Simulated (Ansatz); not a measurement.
## Profile along the Al–Al line in TiAl3 (D022 type, space group I4/mmm)

TiAl₃ (D022 type, space group I4/mmm)

```xyz
4
Lattice="-1.9229 1.9229 4.3100 1.9229 -1.9229 4.3100 1.9229 1.9229 -4.3100" Properties=species:S:1:pos:R:3 pbc="T T T"
Al     0.0000     0.0000     4.3100
Al     0.0000     1.9229     2.1550
Al     1.9229     0.0000     2.1550
Ti     0.0000     0.0000     0.0000
```

Fields along a shortest Al–Al line of a (100) plane (2.89 Å), from Al to Al, interpolated on the slice's grid (step about 0.3 Å). Computed with PBE (plane waves to 420 eV, PAW, scalar-relativistic; Ansatz, a program for electronic structure). k mesh 17×17×17. Inside the PAW spheres the values are not all-electron values, and peaks at nuclei hang on which shells count as valence. TiAl3 is run without spin polarisation. TiAl3 was relaxed with its symmetry unable to fall.

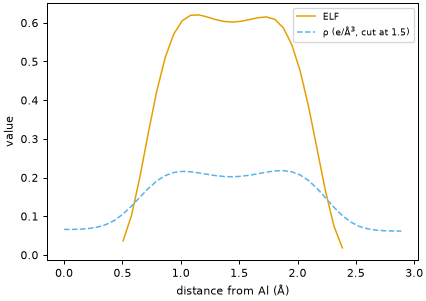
Figure. ELF (away from the nuclei) and valence density from Al to Al.

Density on the Al–Al line (2.89 Å) at its midpoint: 0.20 e/Å³. ELF at that point: 0.6. ELF maximum in the middle third of the Al–Al line: 0.62, 1.2 Å from Al.
